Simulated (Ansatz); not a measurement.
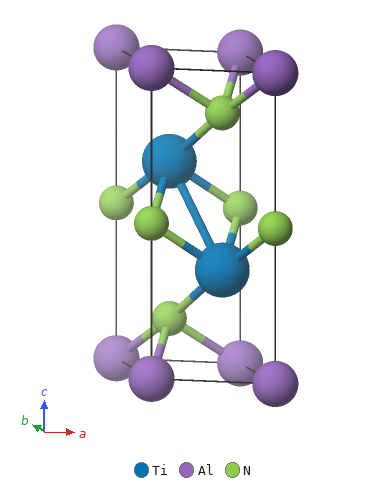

The structure above is drawn in ball-and-stick style and viewed slightly off an axis. The box is the simulation cell; atoms on or close to its faces, edges and corners are drawn wherever they repeat.

```xyz
6
Lattice="2.9606 0.0000 0.0000 -1.4803 2.5640 0.0000 0.0000 0.0000 7.3131" Properties=species:S:1:pos:R:3 pbc="T T T"
Ti    0.0000    1.7093    4.8359
Ti    1.4803    0.8547    2.4771
Al    1.4803    2.5640    0.0000
N     1.4803    2.5640    3.6565
N     0.0000    1.7093    1.1384
N     1.4803    0.8547    6.1747
```

The numbers come from DFT PBE, scalar-relativistic, plane waves, PAW (Ansatz), using plane-wave cutoff 420 eV, Brillouin-zone sampling on a 12×12×6 mesh, Gaussian smearing of 0.1 eV, no spin polarisation.

**Predict the Bader charges.**

Ti +1.74 e; Al +2.48 e; N -2.09 to -1.79 e.

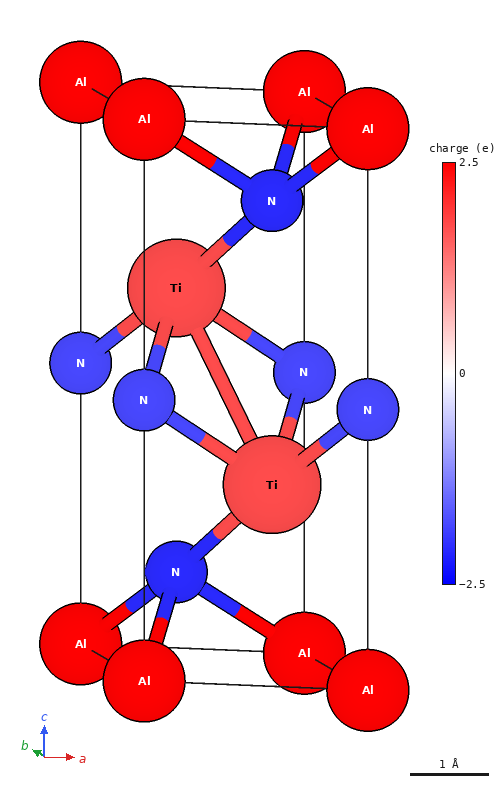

The atoms coloured by those charges.

The cell started as a structure type filled with these elements by a generator (whether the compound takes this form wasn't checked). Earlier steps of the study may have refined or changed the cell and positions. It was the input of a calculation with Ansatz.
